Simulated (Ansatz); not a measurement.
**GaH3 (SMILES [H][Ga]([H])[H]) at 5 levels**

Wanted: a comparison of 5 runs (UHF/STO-3G, B2PLYP/STO-3G, BHLYP/STO-3G, PBE/STO-3G, UB3LYP/STO-3G) of GaH3. 

The results are computed with Ansatz 0.2.0.

81 further runs of the same task are left out: 49 that didn't finish, 32 set aside as unsound or not needed.

## Step 1: The system as given

GaH3: 4 atoms, total charge 0, spin state singlet. SMILES: `[H][Ga]([H])[H]`. The H3–Ga1 distance was set to 2.350 Å, away from the relaxed value. At this shape a bond of the SMILES string is far longer than usual.

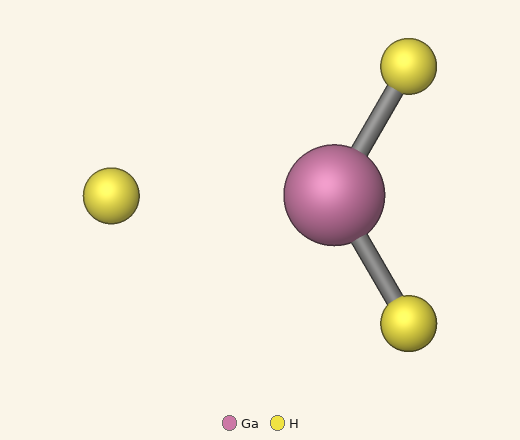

The structure, seen from a chosen angle (gallium pink, hydrogen yellow).

## Step 2: A single-point energy at UHF/STO-3G (run 1)

File job.yaml:

```yaml
crystal:
  periodic: [false, false, false]
  atoms:
    - {symbol: Ga, position_ang: [0.378688, -0.685448, 0.011230]}
    - {symbol: H, position_ang: [1.944938, -0.714648, 0.023320]}
    - {symbol: H, position_ang: [-0.757820, 1.371010, -0.018620]}
    - {symbol: H, position_ang: [-0.429262, -2.027438, 0.013920]}
basis:
  gaussian:
    orbitals: STO-3G
magnetization:
  spin_polarized: true
  initial_magnetization: 0
hamiltonian:
  xc: hf
accuracy: high
```

Run with:

```
$ ansatz run job.yaml --threads 1 --pin off --max-ram 2610MiB --events-out events.jsonl --progress --plain --runs-dir runs
```

Output:

```text
Warning: RAYON_NUM_THREADS=1 ignored (pool sized by the plan → 1); use --threads N
Functional definition: HF
  name "HF"
  exchange = exact_x
  correlation = 0
258 factors; integrals over basis functions are off by at most 5.8e-9 eV
mean field evaluation 1: about -51766.8910 eV, gradient 8.0e0 eV
mean field evaluation 2: about -51766.8943 eV, gradient 8.0e0 eV
mean field evaluation 4: about -51767.9275 eV, gradient 7.2e-1 eV
mean field evaluation 8: about -51767.9357 eV, gradient 6.0e-2 eV
mean field evaluation 16: about -51767.9692 eV, gradient 5.9e-2 eV
mean field evaluation 32: about -51772.1704 eV, gradient 1.3e0 eV
mean field evaluation 64: about -51771.4705 eV, gradient 1.4e-2 eV
mean field evaluation 96: about -51772.1650 eV, gradient 3.9e-2 eV
mean field evaluation 128: about -51772.1508 eV, gradient 6.1e-2 eV
mean field evaluation 160: about -51771.4106 eV, gradient 9.1e-1 eV
mean field evaluation 192: about -51771.4833 eV, gradient 1.4e0 eV
mean field evaluation 224: about -51769.0636 eV, gradient 3.8e0 eV
mean field -51772.18119675 eV, -1902.5925665356 hartree, gradient 2.3e-8 eV, S^2 1.597624; 4 other end points of the search recorded, 0 dependent functions left out
reference -51772.18119675 eV, -1902.5925665356 hartree; 17, 17 occupied and 4, 4 virtual orbitals, 258 factors
Total energy: -51772.18119675 eV, -1902.5925665356 hartree
```

Run time: 0.68 s. Hardware: 1 thread of Arm Neoverse V1, shared host.

## Step 3: The energy at B2PLYP/STO-3G (run 2)

File molecule.yaml:

```yaml
crystal:
  periodic: [false, false, false]
  atoms:
    - {symbol: Ga, position_ang: [0.378688, -0.685448, 0.011230]}
    - {symbol: H, position_ang: [1.944938, -0.714648, 0.023320]}
    - {symbol: H, position_ang: [-0.757820, 1.371010, -0.018620]}
    - {symbol: H, position_ang: [-0.429262, -2.027438, 0.013920]}
basis:
  gaussian: {orbitals: STO-3G}
hamiltonian: {xc: {name: B2PLYP}}
correlation: {frozen_orbitals: {Ga: 9, H: 0}}
accuracy: high
```

Run with:

```
$ ansatz run molecule.yaml --threads 1 --pin off --max-ram 2610MiB --events-out events.jsonl --progress --plain --runs-dir runs
```

Output, shortened:

```text
Warning: RAYON_NUM_THREADS=1 ignored (pool sized by the plan → 1); use --threads N
Functional definition: B2PLYP
  name "B2PLYP"
[...]
258 factors; integrals over basis functions are off by at most 5.8e-9 eV
[...]
mean field -51795.73244050 eV, -1903.4580587798 hartree, gradient 1.2e-8 eV, S^2 0.000000; 8 other end points of the search recorded, 0 dependent functions left out; unrestricted orbitals would lower it
9 core orbitals not correlated: weight in the atoms' cores, before any rotation towards them, 1.000 or more for the frozen orbitals, at most 0.000 for the correlated occupied ones
reference -51795.73245714 eV, -1903.4580593914 hartree; 8, 8 occupied and 4, 4 virtual orbitals, 258 factors
second order -4.22032691 eV of doubles, -0.00000000 eV of singles
Total energy: -51796.87194540 eV, -1903.4999348128 hartree
```

Run time: 6.3 s. Hardware: 1 thread of Arm Neoverse V1, shared host.

Run 3 isn't shown in full; the table further down has it.

## Step 4: A single-point energy at PBE/STO-3G (run 4)

File input.yaml:

```yaml
crystal:
  periodic: [false, false, false]
  atoms:
    - symbol: Ga
      position_ang: [0.378688, -0.685448, 0.011230]
    - symbol: H
      position_ang: [1.944938, -0.714648, 0.023320]
    - symbol: H
      position_ang: [-0.757820, 1.371010, -0.018620]
    - symbol: H
      position_ang: [-0.429262, -2.027438, 0.013920]
basis:
  gaussian:
    orbitals: STO-3G
hamiltonian:
  xc: {name: PBE}
accuracy: high
```

Run with:

```
$ ansatz run input.yaml --threads 1 --pin off --max-ram 2610MiB --events-out events.jsonl --progress --plain --runs-dir runs
```

Output:

```text
Warning: RAYON_NUM_THREADS=1 ignored (pool sized by the plan → 1); use --threads N
Functional definition: PBE
  name "PBE"
  parameter kappa = 0.804
  parameter beta = 0.06672455060314922
  exchange = pbe_x(kappa = kappa, mu = beta*pi^2/3)
  correlation = pbe_c(beta = beta)
258 factors; integrals over basis functions are off by at most 5.8e-9 eV
mean field evaluation 1: about -51184.8345 eV, gradient 2.2e2 eV
mean field evaluation 2: about -51742.7043 eV, gradient 6.0e1 eV
mean field evaluation 4: about -51209.2750 eV, gradient 2.7e2 eV
mean field evaluation 8: about -51468.0910 eV, gradient 3.5e2 eV
mean field evaluation 16: about -51797.3331 eV, gradient 3.4e0 eV
mean field evaluation 32: about -51776.6239 eV, gradient 3.8e1 eV
mean field -51797.38619963 eV, -1903.5188333070 hartree, gradient 8.9e-9 eV, S^2 0.000000; 4 other end points of the search recorded, 0 dependent functions left out
reference -51797.38620143 eV, -1903.5188333731 hartree; 17, 17 occupied and 4, 4 virtual orbitals, 258 factors
Total energy: -51797.38620143 eV, -1903.5188333731 hartree
```

Run time: 1.5 s. Hardware: 1 thread of Arm Neoverse V1, shared host.

## Step 5: A single-point energy at UB3LYP/STO-3G (run 5)

File run.yaml:

```yaml
crystal:
  periodic: [false, false, false]
  atoms:
    - {symbol: Ga, position_ang: [0.378688, -0.685448, 0.011230]}
    - {symbol: H, position_ang: [1.944938, -0.714648, 0.023320]}
    - {symbol: H, position_ang: [-0.757820, 1.371010, -0.018620]}
    - {symbol: H, position_ang: [-0.429262, -2.027438, 0.013920]}
basis:
  gaussian:
    orbitals: STO-3G
magnetization:
  spin_polarized: true
  initial_magnetization: 0
hamiltonian:
  xc: {name: B3LYP}
accuracy: high
```

Run with:

```
$ ansatz run run.yaml --threads 1 --pin off --max-ram 2610MiB --events-out events.jsonl --progress --plain --runs-dir runs
```

Output:

```text
Warning: RAYON_NUM_THREADS=1 ignored (pool sized by the plan → 1); use --threads N
Functional definition: B3LYP
  name "B3LYP"
  parameter a0 = 0.2
  parameter ax = 0.72
  parameter ac = 0.81
  exchange = (1 - a0 - ax)*slater_x + ax*b88_x + a0*exact_x
  correlation = (1 - ac)*vwn_rpa_c + ac*lyp_c
258 factors; integrals over basis functions are off by at most 5.8e-9 eV
mean field evaluation 1: about -51273.7807 eV, gradient 2.4e2 eV
mean field evaluation 2: about -51755.8468 eV, gradient 4.3e1 eV
mean field evaluation 4: about -51302.0382 eV, gradient 2.5e2 eV
mean field evaluation 8: about -51773.6603 eV, gradient 4.1e1 eV
mean field evaluation 16: about -51806.4748 eV, gradient 2.6e-1 eV
mean field evaluation 32: about -51807.1852 eV, gradient 1.5e-4 eV
mean field evaluation 64: about -51807.0448 eV, gradient 2.3e0 eV
mean field -51807.18519863 eV, -1903.8789398783 hartree, gradient 3.0e-8 eV, S^2 0.738846; 7 other end points of the search recorded, 0 dependent functions left out
reference -51807.18522429 eV, -1903.8789408211 hartree; 17, 17 occupied and 4, 4 virtual orbitals, 258 factors
Total energy: -51807.18522429 eV, -1903.8789408211 hartree
```

It took 8.4 s on 1 thread of Arm Neoverse V1, shared host; peak memory 0.12 GiB.

## Step 6: All runs side by side

```
run          level  frozen core orbitals   energy (Eh)  wall time
  1     UHF/STO-3G                     –  -1902.592567     0.68 s
  2  B2PLYP/STO-3G                     9  -1903.499935      6.3 s
  3   BHLYP/STO-3G                     –  -1903.867968      2.9 s
  4     PBE/STO-3G                     –  -1903.518833      1.5 s
  5  UB3LYP/STO-3G                     –  -1903.878941      8.4 s
```

## Step 7: What came out

```
           quantity           value
run 5: total energy  -1903.87894 Eh
        run 5: ⟨S²⟩           0.739
```

What this shows: Totals of different functionals can't be ranked against each other. In run 2 the log says that unrestricted orbitals would lower the reference, so the values rest on an unstable closed-shell determinant (other closed-shell runs at this shape may share the fault). In runs 1, 2, 3, 4, 5 the basis is minimal, so the values are rough. Spin contamination of the reference: run 1 ⟨S²⟩ = 1.60, run 5 ⟨S²⟩ = 0.74. Where it is this large, the reference is a mixture of spin states, and values that rest on it are in doubt. All runs together took 20 s, the longest 8.4 s.
